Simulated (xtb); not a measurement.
Geometry relaxation, with input and output: CH$_{4}$OSi (charge −1) (part 1 of 2)

System: CH$_{4}$OSi, charge −1, multiplicity 2.
Method: GFN0-xTB (xtb 6.7.1).

The starting geometry was optimised with GFN2-xTB.

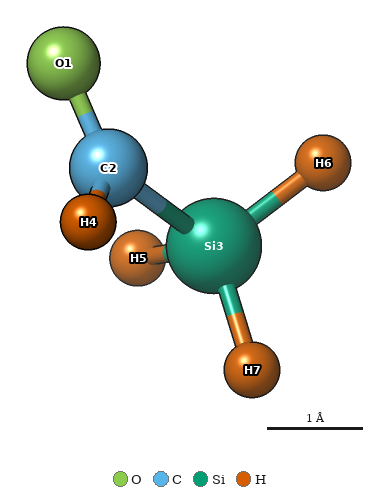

The input geometry (ball-and-stick view, seen at a tilt; atoms are numbered from 1 in the order of the input).

## Input (mol.json)
```
{
 "schema_name": "qcschema_molecule",
 "schema_version": 2,
 "symbols": [
  "O",
  "C",
  "Si",
  "H",
  "H",
  "H",
  "H"
 ],
 "geometry": [
  -3.365092,
  -1.78407154,
  -0.510604,
  -1.14853774,
  -1.7746796,
  0.00453534,
  0.87050234,
  1.24737042,
  -0.01976654,
  -0.22138142,
  -3.59106545,
  0.52048727,
  0.83336922,
  2.23879633,
  -2.59344124,
  -0.27232843,
  3.02027368,
  1.75727522,
  3.41910037,
  0.51487478,
  0.75536133
 ],
 "molecular_charge": -1,
 "molecular_multiplicity": 2
}
```

Machine: 1 thread of Intel Xeon @ 2.50GHz (Skylake/Cascade Lake), 16 GiB of memory available, shared host.

Launched with:
```bash
xtb mol.json --wbo -o lax --gfn 0 --parallel 1 > mol.out 2> xtb.err
```

## What the program printed
```
* xtb version 6.7.1
   ID    Z sym.   atoms
    1    8 O      1
    2    6 C      2
    3   14 Si     3
    4    1 H      4-7

           -------------------------------------------------
          |                Calculation Setup                |
           -------------------------------------------------

          program call               : xtb mol.json --wbo -o lax --gfn 0 --parallel 1
          coordinate file            : mol.json
          omp threads                :                     1

           -------------------------------------------------
          |                 G F N 0 - x T B                 |
           -------------------------------------------------

      * Hamiltonian:
        H0-scaling (s, p, d)           2.000000    2.486800    2.270000
        zeta-weighting                 1.000000
      * Dispersion:
        s8                             2.850000
        a1                             0.800000
        a2                             4.600000
        s9                             0.000000
      * Repulsion:
        kExp                           1.500000
        rExp                           1.000000
      * Coulomb:
        alpha                          0.000000
        third order                    atomic
        anisotropic                    false
      * Polar bond correction:
        rad-shift                      0.053700
        strength                      -0.012900
        en-exp                         3.484700
        en-scale                       0.509700

          ...................................................
          :                      SETUP                      :
          :.................................................:
          :  # basis functions                  26          :
          :  # atomic orbitals                  25          :
          :  # shells                           15          :
          :  # electrons                        19          :
          :  electronic temp.          300.0000000     K    :
          :  accuracy                    1.0000000          :
          :  -> integral cutoff          0.2500000E+02      :
          :  -> integral neglect         0.1000000E-07      :
          ...................................................
  Checking positiv definite overlap ...  done.

         #    Occupation            Energy/Eh            Energy/eV
      -------------------------------------------------------------
         1        2.0000           -0.6838112             -18.6075
       ...           ...                  ...                  ...
         4        2.0000           -0.5173442             -14.0777
         5        2.0000           -0.4895309             -13.3208
         6        2.0000           -0.4760147             -12.9530
         7        2.0000           -0.4735242             -12.8852
         8        2.0000           -0.4703775             -12.7996
         9        2.0000           -0.3794490             -10.3253
        10        1.0000           -0.3032923              -8.2530 (HOMO)
        11                         -0.2276948              -6.1959 (LUMO)
        12                         -0.2206218              -6.0034
        13                         -0.2091399              -5.6910
        14                         -0.1285371              -3.4977
        15                         -0.1009744              -2.7477
       ...                                ...                  ...
        25                          0.7407798              20.1576
      -------------------------------------------------------------
                  HL-Gap            0.0755976 Eh            2.0571 eV
             Fermi-level            0.0000000 Eh            0.0000 eV

 EHT (total)                   0 d,  0 h,  0 min,  0.002 sec
 EHT setup                      ...        0 min,  0.000 sec (  3.234%)
 Coordination number            ...        0 min,  0.000 sec (  1.505%)
 EEQ model density              ...        0 min,  0.000 sec (  1.727%)
 D4 Dispersion                  ...        0 min,  0.000 sec (  6.075%)
 Integral evaluation            ...        0 min,  0.000 sec ( 28.849%)
 Cholesky factorization         ...        0 min,  0.000 sec (  1.366%)
 Zeroth order Hamiltonian       ...        0 min,  0.000 sec ( 11.298%)
 Gradient calculation           ...        0 min,  0.001 sec ( 38.805%)

         :::::::::::::::::::::::::::::::::::::::::::::::::::::
         ::                     SUMMARY                     ::
         :::::::::::::::::::::::::::::::::::::::::::::::::::::
         :: total energy             -10.823023896117 Eh    ::
         :: gradient norm              0.194337339102 Eh/a0 ::
         :: HOMO-LUMO gap              2.057114681837 eV    ::
         ::.................................................::
         :: H0 energy                 -9.701253786225 Eh    ::
         :: repulsion energy           0.092063463625 Eh    ::
         :: electrostat energy        -1.199629911941 Eh    ::
         :: -> Gsolv                   0.000000000000 Eh    ::
         ::    -> Gsasa                0.000000000000 Eh    ::
         ::    -> Gshift               0.000000000000 Eh    ::
         :: dispersion energy         -0.001634602592 Eh    ::
         :: short-range corr.         -0.012569058984 Eh    ::
         :: add. restraining           0.000000000000 Eh    ::
         :: total charge              -1.000000000000 e     ::
         :::::::::::::::::::::::::::::::::::::::::::::::::::::

      -----------------------------------------------------------
     |                   =====================                   |
     |                        A N C O P T                        |
     |                   =====================                   |
     |               Approximate Normal Coordinate               |
     |                Rational Function Optimizer                |
      -----------------------------------------------------------
      -----------------------------------------------------------
     |                   =====================                   |
     |                        A N C O P T                        |
     |                   =====================                   |
     |               Approximate Normal Coordinate               |
     |                Rational Function Optimizer                |
      -----------------------------------------------------------

          ...................................................
          :                      SETUP                      :
          :.................................................:
          :   optimization level               lax          :
          :   max. optcycles                   200          :
          :   ANC micro-cycles                  20          :
          :   degrees of freedom                15          :
          :.................................................:
          :   RF solver                   davidson          :
          :   write xtbopt.log                true          :
          :   linear?                        false          :
          :   energy convergence         0.2000000E-04 Eh   :
          :   grad. convergence          0.2500000E-02 Eh/α :
          :   maxmium RF displ.          1.0000000          :
          :   Hlow (freq-cutoff)         0.1000000E-01      :
          :   Hmax (freq-cutoff)         5.0000000          :
          :   S6 in model hess.         20.0000000          :
          ...................................................

generating ANC from exact Hessian ...
Using Lindh-Hessian (1995)
 Shifting diagonal of input Hessian by    5.5992091751887844E-003
 Lowest  eigenvalues of input Hessian
    0.000000    0.000000    0.000000    0.000000    0.000000    0.000000
    0.010000    0.014573    0.016159    0.024766    0.030129    0.031357
    0.038706    0.070890    0.169178    0.303747    0.472079    0.614482
 Highest eigenvalues
    0.303747    0.472079    0.614482    0.624501    1.008688    2.058089

........................................................................
.............................. CYCLE    1 ..............................
........................................................................
     Diagonalization            ...        0 min,  0.000 sec
 * total energy  :   -10.8230239 Eh     change        0.0000000E+00 Eh
   gradient norm :     0.1943373 Eh/α   predicted     0.0000000E+00 (   0.00%)
   displ. norm   :     0.2795162 α      lambda       -0.2446200E-01
   maximum displ.:     0.1708911 α      in ANC's #4, #8, #3, ...

........................................................................
.............................. CYCLE    2 ..............................
........................................................................
     Diagonalization            ...        0 min,  0.000 sec
 * total energy  :   -10.8380613 Eh     change       -0.1503740E-01 Eh
   gradient norm :     0.0501935 Eh/α   predicted    -0.1318660E-01 ( -12.31%)
   displ. norm   :     0.2239825 α      lambda       -0.3497781E-02
   maximum displ.:     0.1910079 α      in ANC's #3, #8, #6, ...

........................................................................
.............................. CYCLE    3 ..............................
........................................................................
     Diagonalization            ...        0 min,  0.000 sec
 * total energy  :   -10.8400539 Eh     change       -0.1992562E-02 Eh
   gradient norm :     0.0071544 Eh/α   predicted    -0.1836629E-02 (  -7.83%)
   displ. norm   :     0.0819418 α      lambda       -0.2909397E-03
   maximum displ.:     0.0645937 α      in ANC's #3, #8, #10, ...

........................................................................
.............................. CYCLE    4 ..............................
........................................................................
     Diagonalization            ...        0 min,  0.000 sec
 * total energy  :   -10.8402612 Eh     change       -0.2073741E-03 Eh
   gradient norm :     0.0095601 Eh/α   predicted    -0.1464469E-03 ( -29.38%)
   displ. norm   :     0.0859542 α      lambda       -0.2295212E-03
   maximum displ.:     0.0618781 α      in ANC's #3, #8, #10, ...

........................................................................
.............................. CYCLE    5 ..............................
........................................................................
     Diagonalization            ...        0 min,  0.000 sec
 * total energy  :   -10.8404112 Eh     change       -0.1499216E-03 Eh
   gradient norm :     0.0088268 Eh/α   predicted    -0.1156087E-03 ( -22.89%)
   displ. norm   :     0.0391704 α      lambda       -0.8031593E-04
   maximum displ.:     0.0256011 α      in ANC's #3, #8, #6, ...

........................................................................
.............................. CYCLE    6 ..............................
........................................................................
     Diagonalization            ...        0 min,  0.000 sec
 * total energy  :   -10.8404638 Eh     change       -0.5267811E-04 Eh
   gradient norm :     0.0041910 Eh/α   predicted    -0.4021914E-04 ( -23.65%)
   displ. norm   :     0.0210284 α      lambda       -0.2259325E-04
   maximum displ.:     0.0145119 α      in ANC's #3, #6, #8, ...

........................................................................
.............................. CYCLE    7 ..............................
........................................................................
     Diagonalization            ...        0 min,  0.000 sec
 * total energy  :   -10.8404774 Eh     change       -0.1353767E-04 Eh
   gradient norm :     0.0010723 Eh/α   predicted    -0.1130339E-04 ( -16.50%)
   displ. norm   :     0.0069430 α      lambda       -0.2535779E-05
   maximum displ.:     0.0039163 α      in ANC's #8, #3, #9, ...

   *** GEOMETRY OPTIMIZATION CONVERGED AFTER 7 ITERATIONS ***

------------------------------------------------------------------------
 total energy gain   :        -0.0174535 Eh      -10.9522 kcal/mol
 total RMSD          :         0.2402160 a0        0.1271 Å
 total power (kW/mol):        -6.5462978 (step)-3896.5067 (real)
------------------------------------------------------------------------
```
